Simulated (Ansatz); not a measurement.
```xyz
11

B    -1.4641    1.6171   -0.1763
Ge   -0.8384   -0.3322   -0.1189
B     0.9579   -0.4139    0.9461
N     2.1501   -0.7097    0.2868
H    -1.1529    2.3504   -1.0968
H    -2.0885    2.0966    0.7518
H    -0.6039   -0.9238   -1.5464
H    -1.8727   -1.2510    0.5990
H     0.9880   -0.2019    2.1447
H     3.0518   -0.7667    0.7663
H     2.2126   -0.9055   -0.7141
```

These are results of RKS PBE/def2-SVP (Ansatz 0.2.0), not measurements.

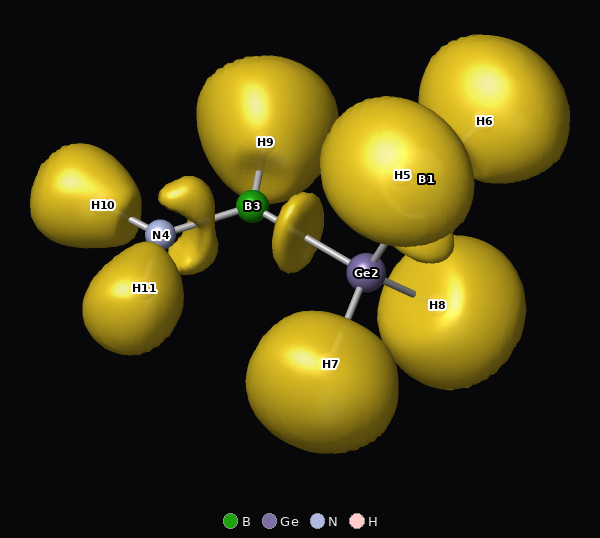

B2GeH7N (SMILES [BH2][GeH2][BH]N). Isosurface of the electron localisation function at 0.85 (yellow), seen at a tilt. Only the valence region is drawn (cores and ρ < 0.01 e/Å³ removed).

Q: Where are the electrons localised?

A: The surface consists of two regions between bonded B–Ge atoms (shared pairs), one region between bonded B–N atoms (shared pairs) and seven regions around hydrogen nuclei. Along the contacts the grid gives the following. B–N (1.39 Å): the ELF peaks at about 0.90 between the atoms; a polar covalent bond. Ge–B (2.05 Å): the ELF peaks at about 0.95 between the atoms: a covalent bond.
